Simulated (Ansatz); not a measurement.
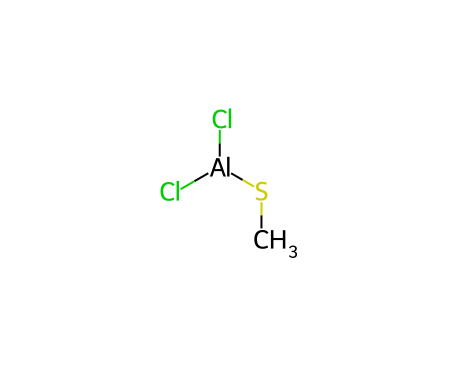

2D structure.

Transcribe the drawing into SMILES.

C[S][Al]([Cl])[Cl]

What is the molecular formula?

CH3AlCl2S.

More results for the same structure follow; atom numbers are the same in all pictures, views and colours differ. The computed structure is the end point of a PBE0-D4/def2-TZVP optimisation.

Electronic properties

Level of theory: RKS BLYP-D4/def2-TZVPP (Ansatz 0.2.0).

What does the calculation give?

- HOMO energy (Kohn–Sham orbital): −6.22 eV
- LUMO energy (Kohn–Sham orbital): −1.61 eV
- HOMO–LUMO gap: 4.61 eV
- dispersion correction: −50.1 kJ/mol

Dipole moment

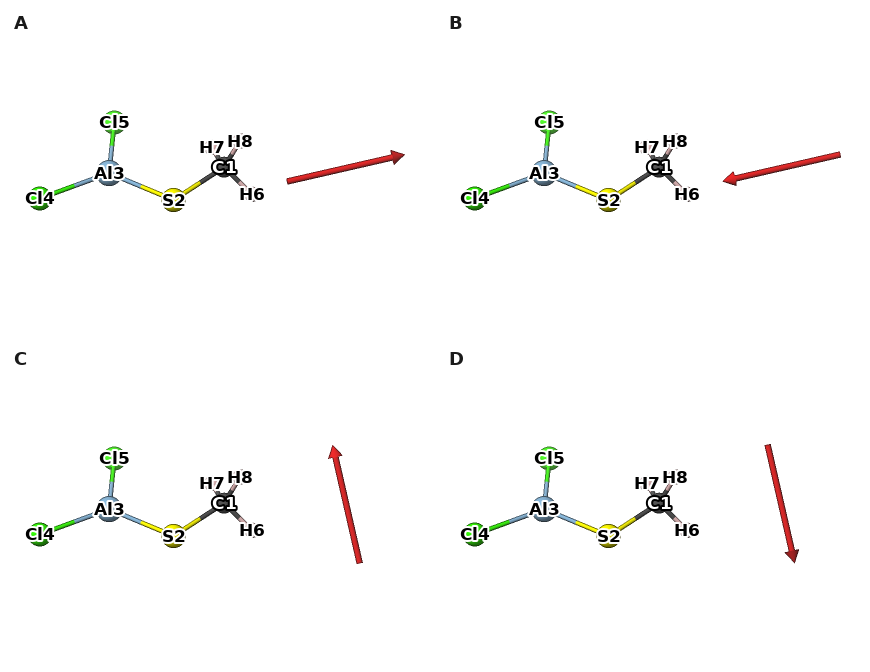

The same molecule four times, each with an arrow. Method: RKS B3LYP-D4/def2-TZVPP (Ansatz 0.2.0).

Which arrow points along the dipole moment, from the negative to the positive end?

A. The dipole moment is 2.06 D; it points from the side of Cl4 to the side of H6, H8 (the outermost atoms at the two ends).

Charges

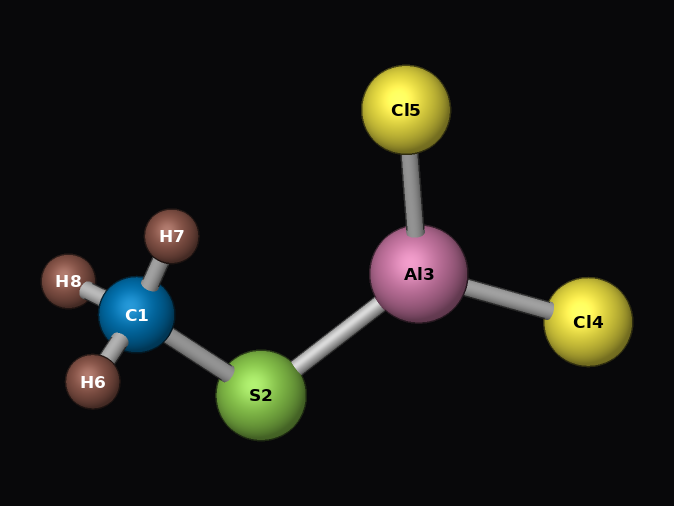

The questions are on Mulliken charges. Properties computed with RKS ωB97M-V/def2-TZVPP (Ansatz 0.2.0).

Give the Mulliken charges atom by atom.

| atom | value (e) |
| --- | --- |
| C1 | −0.31 |
| S2 | −0.15 |
| Al3 | 0.45 |
| Cl4 | −0.19 |
| Cl5 | −0.20 |
| H6 | 0.14 |
| H7 | 0.13 |
| H8 | 0.14 |

Mulliken values depend strongly on the basis set and can even reverse the polarity of a bond.
